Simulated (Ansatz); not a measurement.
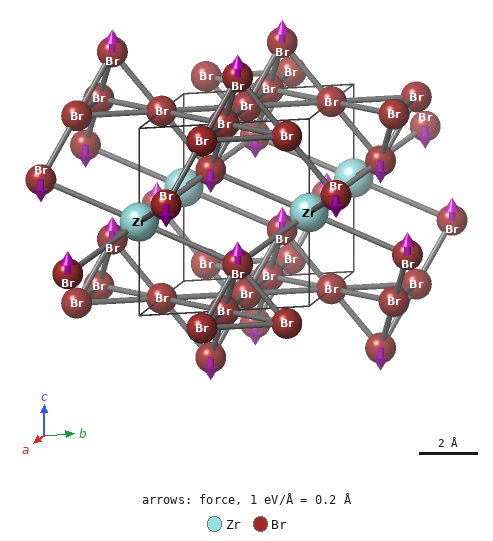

Starting geometry of crystalline ZrBr₅ (a generated structure, set up in P-3m1) (coarse preliminary run) with the computed forces as purple arrows. A ball-and-stick model of the cell of the calculation, seen slightly off an axis.

Theory: Ansatz 0.2.0, DFT PBE, scalar-relativistic, plane waves, PAW.

Input
```yaml
crystal:
  lattice:
    - [6.07651594, 0.0, 0.0]
    - [-3.03825797, 5.26241717, 0.0]
    - [0.0, 0.0, 6.59808861]
  atoms:
    - { symbol: Zr, position: [0.0, 0.0, 0.5] }
    - { symbol: Br, position: [0.5, 0.0, 0.0] }
    - { symbol: Br, position: [0.0, 0.5, 0.0] }
    - { symbol: Br, position: [0.5, 0.5, 0.0] }
    - { symbol: Br, position: [0.33333333, 0.66666667, 0.30208298] }
    - { symbol: Br, position: [0.66666667, 0.33333333, 0.69791702] }
basis:
  ecutwfc: 420
kpoints:
  mp_grid: { grid: [3, 3, 4] }
hamiltonian:
  xc: pbe
scf:
  occupations: { method: gaussian, width: 0.1 }
  lower_state_search: "off"
output:
  forces: true
  stress: true
  eigenvalues: true
relax:
  adjacent_minimum: "off"
  f_tol: 0.04
  max_steps: 70
  cell: { stress_tol: 0.4 }
```

Launched with:
```bash
ansatz run input.yaml --threads 1 --pin off --max-ram 2560MiB --backend cpu --events-out ev --progress --plain --runs-dir out
```

### What follows when this structure is relaxed?

It isn't relaxed: the largest force vector, on Br atoms, is 4.01 eV/Å. The atoms end up moving mostly along the starting forces (cosine between the two patterns 1.00). The largest moves relative to the cell, 1.41 Å, are those of Br5 and Br6. Br5 goes along +c. Zr stays in place. The volume changes by −9.9 %, with a = b 6.077 → 5.501 Å (−9.5 %), c 6.598 → 7.256 Å (+10.0 %). Among the contacts that change: Br2–Br5 2.655 → 3.939 Å, Br5–Br6 4.374 → 3.177 Å, Zr1–Br5 3.743 → 3.176 Å, Br2–Br3 3.038 → 2.751 Å. Bonds break: Br2–Br5 (2.66 → 3.94 Å), Br2–Br6 (2.66 → 3.94 Å), Br3–Br5 (2.66 → 3.94 Å), Br3–Br6 (2.66 → 3.94 Å). The space group stays P-3m1 (No. 164). After 7 accepted moves (8 points after the start) the energy has fallen by 1036 meV per atom. The largest force component goes from 4 to 0.011 eV/Å. Pressure: 4.42 GPa at the start and 0.00 GPa at the end. At 1 point the geometry stayed and the basis and grid were re-selected for the new cell (energy shift of 0.2 meV per atom at most each time). The run took 30 s on 1 thread of Intel(R) Xeon(R) Platinum 8488C (Sapphire Rapids) (shared host), peak memory 0.53 GiB.

Limits of the set-up: an odd number of electrons was run without spin polarisation, which fails if the electron would localise.
